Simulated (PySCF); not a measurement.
# NS (Nitrogen Sulfide Cation): the cost of one run

The runs use PySCF 2.14.0, with density-fitted response routines of our own; the level of theory stands in each step. All values are computed, except where a source is named. Atoms count from 0, in the outputs and in this text.

**1. The starting structure**

2 atoms, charge 1, multiplicity 1; geometry from: GFN2-xTB. The atoms were then displaced at random by about 0.01 Å, so the start is not that level's minimum.

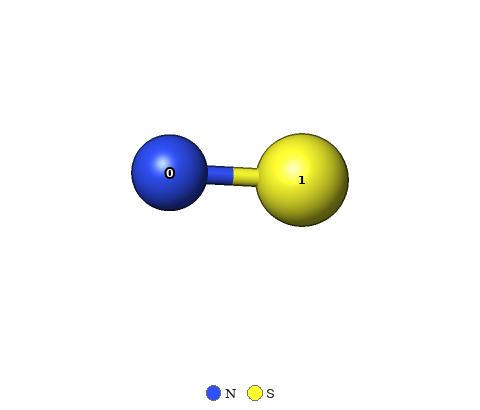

The starting geometry (nitrogen blue, sulfur yellow), atoms numbered.

**2. Relaxing the molecule at PBE0-D3(BJ)/def2-TZVP**

Job settings and geometry (Å):

```
{"job": {"xc": "PBE0", "basis": "def2-TZVP", "d3": "d3bj", "grid": 2, "shake": 0.01, "kind": "geom"}, "charge": 1, "multiplicity": 1}
N      0.720180    -0.027910     0.000690
S     -0.702690    -0.000910    -0.012810
```

Run with:

```console
> OMP_NUM_THREADS=1 python probes_run.py task.json out
```

This one command runs all jobs of the session in turn.

Q: Estimate the wall time and peak memory of this first job on 1 thread of Arm Neoverse V1, shared host.

About 4.1 s, with a peak of 0.28 GiB.
